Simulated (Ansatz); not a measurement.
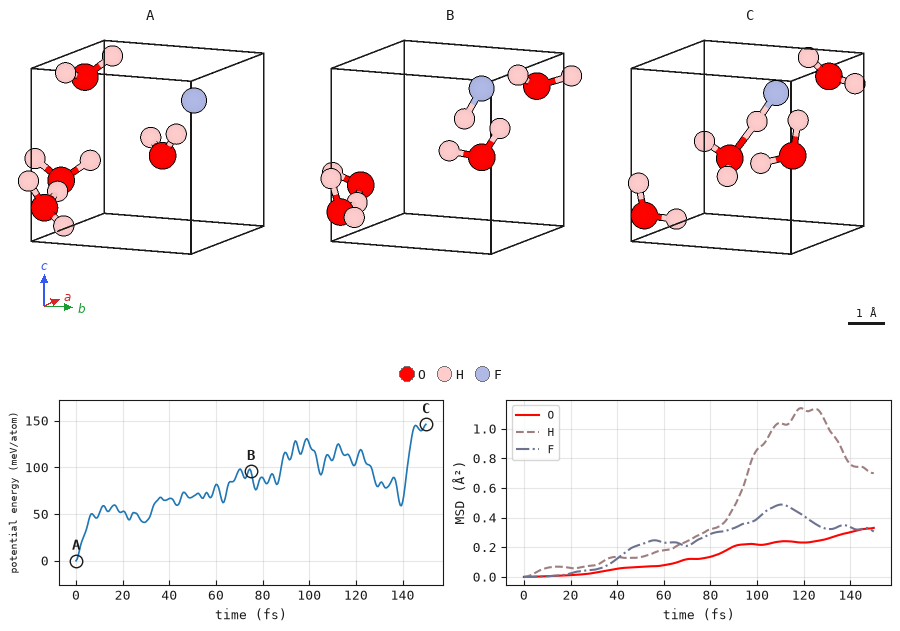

First-principles dynamics of a periodic cell with 4 H2O + 1 HF at 1.241 g/cm³, 150 fs long. Frames (A at 0 fs, B at 75 fs, C at 150 fs) and the history of the run. A ball-and-stick model of the simulation cell, seen from a free direction. Atoms that leave the cell re-enter on the other side.

All numbers below come from DFT LDA, scalar-relativistic, plane waves, PAW in Ansatz 0.2.0. Set-up: plane-wave cutoff 420 eV; k-point mesh 1 × 1 × 1; Fermi-Dirac smearing 0.05 eV; Langevin thermostat (NVT); set temperature 700 K; time step 0.5 fs; friction 0.02 per fs.

Input file:
```yaml
crystal:
  lattice:
    - [4.975884, 0.0, 0.0]
    - [0.0, 4.975884, 0.0]
    - [0.0, 0.0, 4.975884]
  atoms:
    - { symbol: O, position: [0.66378676, 0.02699488, 0.84025107] }
    - { symbol: H, position: [0.76539358, 0.15330725, 0.95568981] }
    - { symbol: H, position: [0.77623538, -0.14476874, 0.83421504] }
    - { symbol: O, position: [0.37448011, 0.64557706, 0.47780852] }
    - { symbol: H, position: [0.22079527, 0.6413453, 0.60820332] }
    - { symbol: H, position: [0.54220621, 0.65451416, 0.5763502] }
    - { symbol: O, position: [0.8678409, 0.24175654, 0.38752904] }
    - { symbol: H, position: [0.77284923, 0.12152483, 0.5202568] }
    - { symbol: H, position: [1.04746116, 0.13778236, 0.28767849] }
    - { symbol: O, position: [0.20376194, 0.98406332, 1.15621835] }
    - { symbol: H, position: [0.3489672, 1.0384255, 1.03131036] }
    - { symbol: H, position: [0.29122351, 0.84399547, 1.28570216] }
    - { symbol: F, position: [0.90564659, 0.59999163, 0.70790475] }
    - { symbol: H, position: [0.89682835, 0.41095463, 0.51148599] }
basis:
  ecutwfc: 420.0
kpoints:
  mp_grid: { grid: [1, 1, 1] }
hamiltonian:
  xc: lda
scf:
  occupations: { method: fermi_dirac, width: 0.05 }
  lower_state_search: "off"
md:
  timestep: 0.5
  n_steps: 300
  ensemble: nvt_langevin
  temperature: 700.0
  initial_velocities: maxwell_boltzmann
  seed: 603193
  friction: 0.02
```

Run as
```bash
ansatz run input.yaml --threads 1 --pin off --max-ram 3072MiB --backend cpu --events-out ev --progress --plain --runs-dir out
```

> What happens in this trajectory?

Over the second half the temperature averages 784 K (spread ±133 K). The potential energy in the second half lies on average 104 meV per atom above the first frame. Root-mean-square distances from the starting positions over the second half, with the common drift of all atoms taken out: H 0.89 Å, F 0.60 Å, O 0.48 Å. The heavy atoms stay within a fraction of a molecule's size of their starting places; so short a run doesn't tell a liquid from a solid. Bond changes: 2 H–O bonds break between 36 fs and 134 fs; 2 H–O bonds form between 72 fs and 104 fs.

Limits of the set-up: the periodic images lie only 5.0 Å apart, so the values are limited by the cell's size.

The run took 99 s on 1 thread of Arm Neoverse V1 (shared host), peak memory 0.27 GiB.
